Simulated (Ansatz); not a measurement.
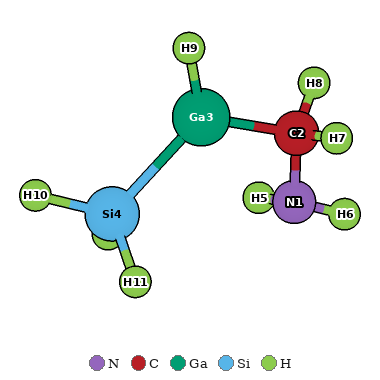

The system is CH₈GaNSi, SMILES N[CH2][GaH][SiH3]; the picture shows the reference structure. 
- The first coordinate is: dihedral N1–C2–Ga3–Si4; the second: dihedral H5–N1–C2–Ga3.
- Nothing is relaxed (all other coordinates rigid).
- The grid has 8 × 8 points.
- Points are written as (first, second).
- All energies are given in cm⁻¹ relative to the lowest grid point.
- Energies and slopes of some neighbouring points disagree (a jump in structure or state, or too coarse a mesh).
- Level of theory: RKS PBE-D4/def2-SVP in Ansatz 0.2.0.

Its coordinates:

```yaml
atoms:
  - { symbol: N, position_ang: [-0.4548, 1.5050, -0.7044] }
  - { symbol: C, position_ang: [-0.5948, 1.2712, 0.7330] }
  - { symbol: Ga, position_ang: [0.0800, -0.5511, 1.1935] }
  - { symbol: Si, position_ang: [0.9175, -1.8056, -0.7069] }
  - { symbol: H, position_ang: [-1.1066, 0.9094, -1.2298] }
  - { symbol: H, position_ang: [-0.7030, 2.4728, -0.9520] }
  - { symbol: H, position_ang: [0.0944, 1.9520, 1.2866] }
  - { symbol: H, position_ang: [-1.6046, 1.4579, 1.1855] }
  - { symbol: H, position_ang: [0.1063, -1.0605, 2.6996] }
  - { symbol: H, position_ang: [1.1514, -3.2706, -0.4346] }
  - { symbol: H, position_ang: [2.2301, -1.2177, -1.1641] }
  - { symbol: H, position_ang: [-0.0389, -1.7177, -1.8724] }
```

Range: dihedral N1–C2–Ga3–Si4 from −180 to 135°; dihedral H5–N1–C2–Ga3 from −180 to 135°.

### What landscape does the calculation give?

The lowest grid point is at (0°, 90°). Other grid points that lie below all their neighbours: (−180°, 45°) (445 cm⁻¹ higher); (0°, −180°) (788 cm⁻¹ higher); (0°, −45°) (798 cm⁻¹ higher). The highest grid point, (−90°, −135°), lies 2251 cm⁻¹ above the lowest.

| dihedral H5–N1–C2–Ga3 ↓, dihedral N1–C2–Ga3–Si4 → | −180 | −135 | −90 | −45 | 0 | 45 | 90 | 135 |
| --- | --- | --- | --- | --- | --- | --- | --- | --- |
| 135 | 1472 | 1458 | 1391 | 1247 | 1001 | 1293 | 1362 | 1492 |
| 90 | 446 | 647 | 578 | 325 | 0 | 488 | 539 | 449 |
| 45 | 445 | 979 | 1256 | 477 | 110 | 842 | 1230 | 666 |
| 0 | 1530 | 1948 | 2183 | 1387 | 1339 | 1695 | 2251 | 1759 |
| −45 | 1195 | 1130 | 991 | 821 | 798 | 972 | 1028 | 1127 |
| −90 | 1325 | 1317 | 1375 | 1206 | 947 | 1184 | 1380 | 1432 |
| −135 | 1422 | 1512 | 2251 | 1797 | 1244 | 1192 | 2151 | 2012 |
| −180 | 1121 | 1168 | 1647 | 1320 | 788 | 901 | 1566 | 1555 |

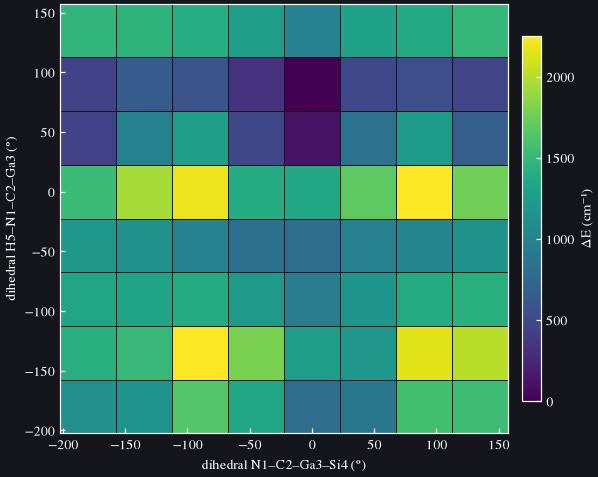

In the figure: one coloured cell a grid point.

Each point was launched as `ansatz run input.yaml --threads 1 --pin off --max-ram 2560MiB --backend cpu --events-out ev --progress --plain --runs-dir out`. The whole map (64 points run) took 10 min on 1 thread of Arm Neoverse V2, with other jobs on the host.
